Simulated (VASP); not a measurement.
Band structure of Mg₂Si (space group Fm-3m). Computed with PBEsol GGA, VASP's PBE PAW potentials (set 64) (plane waves; VASP).

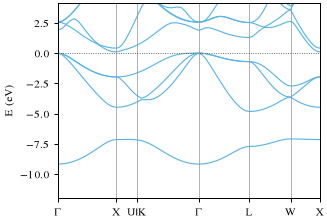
Figure: Bands along high-symmetry lines, zero at the valence-band maximum or, without a gap, the Fermi level

Read the plot: is there a gap, and where are the band edges?

The gap is indirect, 0.11 eV, from the valence maximum at Γ to the conduction minimum at X. (Edges off the drawn lines would not show.)

The structure comes from a measured Mg2Si entry (Fm-3m) of the Crystallography Open Database, whose conditions weren't checked. It was relaxed first.
